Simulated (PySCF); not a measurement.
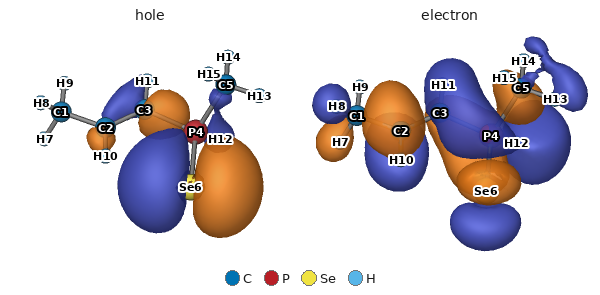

Figure 1: C$_{4}$H$_{9}$PSe, SMILES `C/C=C/[PH](C)=[Se]`. Leading natural transition orbital pair of S₃ (CIS singlet states); the surfaces enclose about 85 % of each orbital's density.

Computed with PySCF, HF/def2-SVP, geometry: GFN2-xTB. No frequency check shows the geometry to be a minimum. GFN2-xTB bond lengths at metals and heavier atoms can be off by up to 0.1 Å and shapes distorted, which carries into these values. Without diffuse functions Rydberg states are missing, so the states' numbers hold for this basis only.

Geometry (Å), atoms numbered from 1:

```
C1      -3.5532   -0.6905    0.1959
C2      -2.0919   -0.4627    0.0713
C3      -1.5192    0.6767   -0.2975
P4       0.2766    0.8129   -0.4077
C5       0.7195    2.3058    0.5568
Se6      1.3801   -0.8876    0.0571
H7      -3.8540   -1.5097   -0.4564
H8      -3.7940   -0.9847    1.2170
H9      -4.1210    0.2001   -0.0629
H10     -1.4534   -1.3082    0.3056
H11     -2.0910    1.5616   -0.5466
H12      0.4521    1.2849   -1.7141
H13      1.7775    2.5144    0.4011
H14      0.1207    3.1633    0.2570
H15      0.5574    2.0876    1.6127
```

> What kind of excitation is it, and where does it lie?

6.77 eV (183 nm), f = 0.002, charge transfer; the leading pair carries 98 %; hole on Se6 (78 %) and P4 (10 %), electron on P4 (26 %), C2 (21 %) and C3 (13 %); their centroids lie 1.9 Å apart. In canonical orbitals it is mainly HOMO−1 → LUMO (84 %). The HOMO–LUMO gap is 11.59 eV.
